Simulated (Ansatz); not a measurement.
System (SMILES): [B]=N (B-NH), doublet.
Atoms: B1, N2, H3. Bonds: B1-N2, N2-H3.

Basis-set convergence of the harmonic zero-point energy at PBE with Ansatz (a first-principles code). Each level at its own minimum, finite differences of forces, unscaled; the reference is a large set that could be run, not a limit. Cartesian d functions, on some or all atoms, in 6-31G*, 6-31G**; all else is spherical. Open shells are unrestricted. No added dispersion term, no relativity. Reference: the value in def2-QZVPPD, 9.22 kcal/mol, itself unsure by roughly 0.01 kcal/mol (its mean distance from pcseg-3, def2-QZVPP, cc-pVQZ). Deviations are taken from unrounded values.

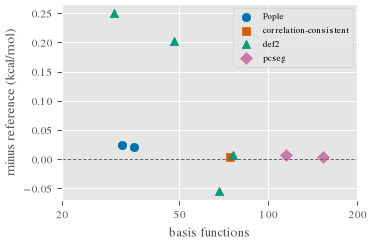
Figure: Deviation from the reference against the number of basis functions, by family of sets.

| basis | functions | harmonic zero-point energy (kcal/mol) | minus reference (kcal/mol) |
|---|---|---|---|
| def2-SV(P) | 30 | 9.47 | 0.25 |
| 6-31G* | 32 | 9.24 | 0.03 |
| 6-31G** | 35 | 9.24 | 0.02 |
| def2-SVPD | 48 | 9.42 | 0.20 |
| def2-TZVP | 68 | 9.16 | -0.05 |
| cc-pVTZ | 74 | 9.22 | 0.00 |
| def2-TZVPP | 76 | 9.23 | 0.01 |
| aug-pcseg-2 | 115 | 9.23 | 0.01 |
| pcseg-3 | 153 | 9.22 | 0.00 |
